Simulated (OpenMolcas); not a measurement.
# BSiH4O2F (SMILES OB(F)O[SiH3]): a chain of runs

Aim: the energy (HF/ANO-RCC-MB), then a single-point energy (CASSCF(2,2)/ANO-RCC-VDZP), then an energy scan (CASPT2(2,2)/ANO-RCC-VDZP), then the energy along one coordinate (SC-NEVPT2(2,2)/ANO-RCC-VDZP), then an energy scan (MC-PDFT[tPBE](2,2)/ANO-RCC-VDZP) of BSiH4O2F. 

The results are computed with OpenMolcas 26.06.

### 1 The system as given

BSiH4O2F: 9 atoms, total charge 0, spin state singlet. As SMILES, `OB(F)O[SiH3]`. The coordinates come from a PBE0-D4/def2-TZVP relaxation. This is one conformer, not always the lowest.

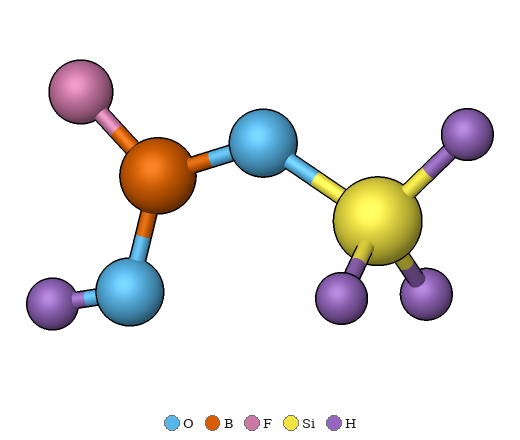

The structure, seen from a chosen angle (oxygen blue, boron orange, fluorine pink, silicon yellow, hydrogen purple).

### 2 The energy at HF/ANO-RCC-MB (DKH2) (run 1)

File coord.xyz:

```xyz
9

O     -1.614100     0.556700     0.394000
B     -0.395400     1.157100     0.352700
F     -0.277300     2.450800     0.657900
O      0.708900     0.466900     0.006200
Si     0.934200    -1.114900    -0.425000
H     -2.322500     1.149900     0.654100
H      2.381900    -1.273900    -0.690900
H      0.154500    -1.427600    -1.647800
H      0.518200    -2.011000     0.681800
```

File step1.inp:

```
>>> EXPORT MOLCAS_PRINT=2

&GATEWAY
  Coord=coord.xyz
  Basis=ANO-RCC-MB
  Group=NoSym

&SEWARD

&SCF
  PrOrbitals=0

&LOCALISATION
  Occupied
  Freeze
  Pipek-Mezey

&LOCALISATION
  FileOrb=$Project.LocOrb
  Virtual
  Pipek-Mezey
```

Run with:

```bash
export MOLCAS_MEM=1860
pymolcas step1.inp > step1.log
```

Standard output:

```text
--- Start Module: gateway ---
[...]
--- Stop Module: gateway /rc=_RC_ALL_IS_WELL_ ---
[...]
      Basis functions           33
[...]
       Convergence after  10 Iterations
[...]
::    Total SCF energy                               -565.8043753916
[...]
      Total spin, S                                     0.0000000000
[...]
      Total electronic charge=   48.000000
      Total            charge=   -0.000000
[...]
      Dipole Moment (debye):
      Origin of the operator (angstrom)=    0.0295    0.4350    0.1051
                   X= -1.0881E+00               Y= -1.1915E+00               Z= -1.2606E-01           Total=  1.6185E+00
      Quadrupole Moment (debye*angstrom):
[...]
--- Start Module: localisation ---
[...]
--- Stop Module: localisation /rc=_RC_ALL_IS_WELL_ ---
--- Start Module: localisation ---
[...]
--- Stop Module: localisation /rc=_RC_ALL_IS_WELL_ ---
[...]
```

Run time: 2.8 s. Hardware: 1 thread of Intel Xeon 6975P-C (Granite Rapids), shared host; peak memory 0.38 GiB.

### 3 The energy at CASSCF(2,2)/ANO-RCC-VDZP (DKH2, RICD fitting) (run 2)

coord.xyz is that of step 2.

File step2.inp:

```
* BFH4O2Si CASSCF
&GATEWAY
Coord = coord.xyz
Basis = ANO-RCC-MB
Group = NoSym
&SEWARD
&RASSCF
FileOrb = $CurrDir/step1.LocOrb
Alter = 2
1 15 24
1 25 31
Spin = 1
Nactel = 2 0 0
Inactive = 23
Ras2 = 2
OrbListing = Nothing
>>> COPY $Project.RunFile RUNFIL1
>>> COPY $Project.RasOrb INPORB
&GATEWAY
Coord = coord.xyz
Basis = ANO-RCC-VDZP
Group = NoSym
RICD
&SEWARD
>>> COPY $Project.RunFile RUNFIL2
&EXPBAS
&RASSCF
FileOrb = $Project.ExpOrb
Spin = 1
Nactel = 2 0 0
Inactive = 23
Ras2 = 2
OrbListing = Nothing
```

Run with:

```bash
export MOLCAS_MEM=1860
pymolcas step2.inp > step2.log
```

Standard output:

```text
--- Start Module: gateway ---
[...]
--- Stop Module: gateway /rc=_RC_ALL_IS_WELL_ ---
[...]
      Basis functions           33
[...]
      Number of active orbitals                  2
[...]
      Spin quantum number                      0.0
[...]
      Active orbitals                            2
[...]
      Number of CSFs                             3
[...]
      Number of root(s) required                 1
[...]
      Convergence after 10 iterations
[...]
      printout of CI-coefficients larger than  0.05 for root  1
      energy=    -565.814811
      conf/sym  11     Coeff  Weight
             1  20   0.99748 0.99496
             3  02  -0.07101 0.00504
      Natural orbitals and occupation numbers for root  1
      sym 1:   1.989916   0.010084
      ************************************************************************************************************************
      *                                                    Final results                                                     *
[...]
::    RASSCF root number  1 Total energy:   -565.81481128
[...]
      Basis functions           94
[...]
--- Start Module: expbas ---
[...]
--- Stop Module: expbas /rc=_RC_ALL_IS_WELL_ ---
--- Start Module: rasscf ---
[...]
      Convergence after 16 iterations
[...]
      Natural orbitals and occupation numbers for root  1
      sym 1:   1.987528   0.012472
      ************************************************************************************************************************
      *                                                    Final results                                                     *
[...]
::    RASSCF root number  1 Total energy:   -566.26610709
[...]
      Total electronic charge=   48.000000
      Total            charge=   -0.000000
[...]
      Dipole Moment (debye):
      Origin of the operator (angstrom)=    0.0295    0.4350    0.1051
                   X= -1.2340E+00               Y= -7.1989E-01               Z=  1.4718E-02           Total=  1.4287E+00
      Quadrupole Moment (debye*angstrom):
[...]
--- Stop Module: rasscf /rc=_RC_ALL_IS_WELL_ ---
[...]
```

It took 8.1 s on 1 thread of Intel Xeon 6975P-C (Granite Rapids), shared host; peak memory 0.38 GiB.

### 4 An energy scan at CASPT2(2,2)/ANO-RCC-VDZP (DKH2, RICD fitting, ipea shift 0.25 Eh, pt2 variant SS) (run 3)

File step3.input:

```
* BFH4O2Si CASPT2
>>> COPY $CurrDir/step2.RasOrb $Project.RasOrb
>>> ForEach K in (1, 2, 3, 4, 5, 6, 7, 8, 9)
&GATEWAY
Coord=$CurrDir/point$K.xyz
Basis=ANO-RCC-VDZP
Group=NoSym
RICD
&SEWARD
&RASSCF
FileOrb=$Project.RasOrb
Spin=1
Nactel=2 0 0
Inactive=23
Ras2=2
OrbListing=Nothing
&CASPT2
Imaginary=0.2
Frozen=9
>>> EndDo
```

Run with:

```bash
export MOLCAS_MEM=1860
pymolcas step3.input > step3.log
```

Standard output (excerpt; [...] marks lines left out):

```text
[...]
      Basis functions           94
[...]
      Number of active orbitals                  2
[...]
      Spin quantum number                      0.0
[...]
      Active orbitals                            2
[...]
      Number of CSFs                             3
[...]
      Number of root(s) required                 1
[...]
      Convergence after 10 iterations
[...]
      Natural orbitals and occupation numbers for root  1
      sym 1:   1.991995   0.008005
      ************************************************************************************************************************
      *                                                    Final results                                                     *
[...]
::    RASSCF root number  1 Total energy:   -566.24632189
[...]
      E2 (Variational):          -0.7290878424
[...]
::    CASPT2 Root  1     Total energy:   -566.97540973
[...]
      Convergence after 10 iterations
[...]
      Natural orbitals and occupation numbers for root  1
      sym 1:   1.987546   0.012454
      ************************************************************************************************************************
      *                                                    Final results                                                     *
[...]
      Convergence after 23 iterations
[...]
      Natural orbitals and occupation numbers for root  1
      sym 1:   1.872946   0.127054
      ************************************************************************************************************************
      *                                                    Final results                                                     *
[...]
      Convergence after 19 iterations
[...]
      Natural orbitals and occupation numbers for root  1
      sym 1:   1.694472   0.305528
      ************************************************************************************************************************
      *                                                    Final results                                                     *
[...]
      Convergence after 20 iterations
[...]
::    RASSCF root number  1 Total energy:   -566.04510425
[...]
::    CASPT2 Root  1     Total energy:   -566.74403449
[...]
      Convergence after 21 iterations
[...]
::    RASSCF root number  1 Total energy:   -566.03837018
[...]
      E2 (Variational):          -0.6920861652
[...]
::    CASPT2 Root  1     Total energy:   -566.73045634
[...]
```

Wall time 59 s (1 thread of Intel Xeon 6975P-C (Granite Rapids), shared host); peak memory 0.081 GiB.

The scan, from its lowest point:

| F3–B2 (Å) | energy (kJ/mol) |
| --- | --- |
| 1.201 | 56.3 |
| 1.334 | 0.0 |
| 1.468 | 23.9 |
| 1.668 | 116.5 |
| 1.935 | 259.1 |
| 2.269 | 414.9 |
| 2.669 | 559.1 |
| 3.203 | 663.8 |
| 4.003 | 699.5 |

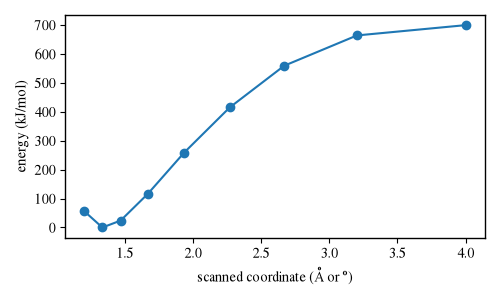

Energy along the scan.

### 5 An energy scan at SC-NEVPT2(2,2)/ANO-RCC-VDZP (DKH2, RICD fitting, pt2 variant SC-NEVPT2) (run 4)

File step4.input:

```
>>> EXPORT MOLCAS_PRINT=2
>>> COPY $CurrDir/step2.RasOrb $Project.RasOrb
>>> ForEach K in (1, 2, 3, 4, 5, 6, 7, 8, 9)

&GATEWAY
  COORD=$CurrDir/point$K.xyz
  BASIS=ANO-RCC-VDZP
  GROUP=NoSym
  RICD

&SEWARD

&RASSCF
  FILEORB=$Project.RasOrb
  SPIN=1
  NACTEL=2 0 0
  INACTIVE=23
  RAS2=2
  ORBLISTING=Nothing

&CASPT2
  SC-NEVPT2
  FROZEN=9
>>> EndDo
```

Run with:

```bash
export MOLCAS_MEM=1860
pymolcas step4.input > step4.log
```

Standard output (excerpt; [...] marks lines left out):

```text
[...]
      Basis functions           94
[...]
      Number of active orbitals                  2
[...]
      Spin quantum number                      0.0
[...]
      Active orbitals                            2
[...]
      Number of CSFs                             3
[...]
      Number of root(s) required                 1
[...]
      Convergence after 10 iterations
[...]
      Natural orbitals and occupation numbers for root  1
      sym 1:   1.991995   0.008005
      ************************************************************************************************************************
      *                                                    Final results                                                     *
[...]
::    RASSCF root number  1 Total energy:   -566.24632189
[...]
      E2 (Variational):          -0.7250380235
[...]
::    SC-NEVPT2 Root  1     Total energy:   -566.97127972
[...]
      Convergence after 10 iterations
[...]
      Natural orbitals and occupation numbers for root  1
      sym 1:   1.987546   0.012454
      ************************************************************************************************************************
      *                                                    Final results                                                     *
[...]
      Convergence after 23 iterations
[...]
      Natural orbitals and occupation numbers for root  1
      sym 1:   1.872946   0.127054
      ************************************************************************************************************************
      *                                                    Final results                                                     *
[...]
      Convergence after 19 iterations
[...]
      Natural orbitals and occupation numbers for root  1
      sym 1:   1.694472   0.305528
      ************************************************************************************************************************
      *                                                    Final results                                                     *
[...]
      Convergence after 20 iterations
[...]
::    RASSCF root number  1 Total energy:   -566.04510425
[...]
::    SC-NEVPT2 Root  1     Total energy:   -566.73828570
[...]
      Convergence after 21 iterations
[...]
::    RASSCF root number  1 Total energy:   -566.03837018
[...]
      E2 (Variational):          -0.6869677985
[...]
::    SC-NEVPT2 Root  1     Total energy:   -566.72533798
[...]
```

It took 56 s on 1 thread of Intel Xeon 6975P-C (Granite Rapids), shared host; peak memory 0.081 GiB.

The scan, from its lowest point:

| F3–B2 (Å) | energy (kJ/mol) |
| --- | --- |
| 1.201 | 60.1 |
| 1.334 | 0.0 |
| 1.468 | 19.4 |
| 1.668 | 106.5 |
| 1.935 | 246.9 |
| 2.269 | 406.9 |
| 2.669 | 562.6 |
| 3.203 | 671.9 |
| 4.003 | 705.9 |

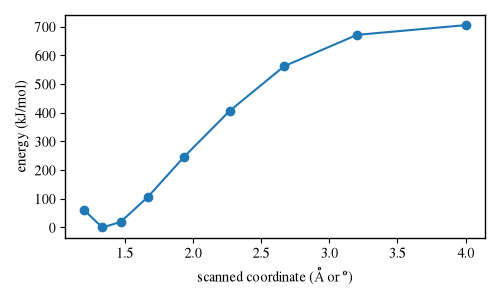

Energy along the scan.

### 6 An energy scan at MC-PDFT[tPBE](2,2)/ANO-RCC-VDZP (DKH2, RICD fitting) (run 5)

File step5.inp:

```
>>> COPY $CurrDir/step2.RasOrb $Project.RasOrb
>>> ForEach K in (1, 2, 3, 4, 5, 6, 7, 8, 9)
&GATEWAY
Coord
$CurrDir/point$K.xyz
Basis
ANO-RCC-VDZP
Group
NoSym
RICD
&SEWARD
&RASSCF
FileOrb
$Project.RasOrb
Spin
1
Nactel
2 0 0
Inactive
23
Ras2
2
OrbListing
Nothing
&MCPDFT
KSDFT
T:PBE
>>> EndDo
```

Run with:

```bash
export MOLCAS_MEM=1860
pymolcas step5.inp > step5.log
```

Standard output (excerpt; [...] marks lines left out):

```text
--- Start Module: gateway ---
[...]
      Basis functions           94
[...]
      Number of active orbitals                  2
[...]
      Spin quantum number                      0.0
[...]
      Active orbitals                            2
[...]
      Number of CSFs                             3
[...]
      Number of root(s) required                 1
[...]
      Convergence after 10 iterations
[...]
      Natural orbitals and occupation numbers for root  1
      sym 1:   1.991995   0.008005
      ************************************************************************************************************************
      *                                                    Final results                                                     *
[...]
::    RASSCF root number  1 Total energy:   -566.24632189
[...]
::    MCPDFT root number  1 Total energy:   -567.65785507
[...]
      Convergence after 10 iterations
[...]
      Natural orbitals and occupation numbers for root  1
      sym 1:   1.987546   0.012454
      ************************************************************************************************************************
      *                                                    Final results                                                     *
[...]
      Convergence after 23 iterations
[...]
      Natural orbitals and occupation numbers for root  1
      sym 1:   1.872946   0.127054
      ************************************************************************************************************************
      *                                                    Final results                                                     *
[...]
      Convergence after 19 iterations
[...]
      Natural orbitals and occupation numbers for root  1
      sym 1:   1.694472   0.305528
      ************************************************************************************************************************
      *                                                    Final results                                                     *
[...]
      Convergence after 20 iterations
[...]
::    RASSCF root number  1 Total energy:   -566.04510425
[...]
::    MCPDFT root number  1 Total energy:   -567.42352924
[...]
      Convergence after 21 iterations
[...]
::    RASSCF root number  1 Total energy:   -566.03837018
[...]
      Total electronic charge=   48.000000
      Total            charge=   -0.000000
[...]
::    MCPDFT root number  1 Total energy:   -567.40622533
[...]
```

Wall time 60 s (1 thread of Intel Xeon 6975P-C (Granite Rapids), shared host); peak memory 0.081 GiB.

The scan, from its lowest point:

| F3–B2 (Å) | energy (kJ/mol) |
| --- | --- |
| 1.201 | 58.1 |
| 1.334 | 0.0 |
| 1.468 | 21.1 |
| 1.668 | 108.5 |
| 1.935 | 243.3 |
| 2.269 | 390.8 |
| 2.669 | 541.4 |
| 3.203 | 673.3 |
| 4.003 | 718.7 |

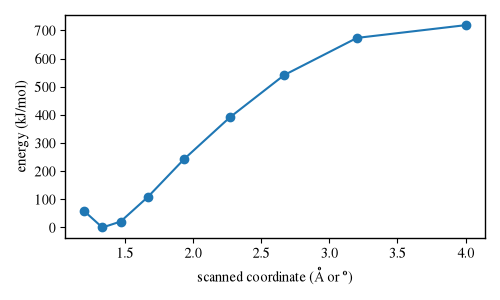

Energy along the scan.

### 7 Outcome

```
                                                         quantity          value
                               run 1, HF/ANO-RCC-MB: total energy  -565.80438 Eh
                              run 1, HF/ANO-RCC-MB: dipole moment         1.62 D
                                run 1, HF/ANO-RCC-MB: HOMO energy      -13.45 eV
                                run 1, HF/ANO-RCC-MB: LUMO energy        5.31 eV
                              run 1, HF/ANO-RCC-MB: HOMO–LUMO gap       18.76 eV
                    run 2, CASSCF(2,2)/ANO-RCC-VDZP: total energy  -566.26611 Eh
  run 2, CASSCF(2,2)/ANO-RCC-VDZP: dipole moment (CASSCF density)         1.43 D
       run 3, CASPT2(2,2)/ANO-RCC-VDZP: lowest energy of the scan  -566.99687 Eh
    run 4, SC-NEVPT2(2,2)/ANO-RCC-VDZP: lowest energy of the scan  -566.99419 Eh
run 5, MC-PDFT[tPBE](2,2)/ANO-RCC-VDZP: lowest energy of the scan  -567.67998 Eh
```

In words: Mulliken charges (run 1, HF/ANO-RCC-MB) run from -0.81 on O4 to +1.10 on B2. Mulliken charges (run 2, CASSCF(2,2)/ANO-RCC-VDZP) run from -0.64 on O4 to +0.87 on B2.
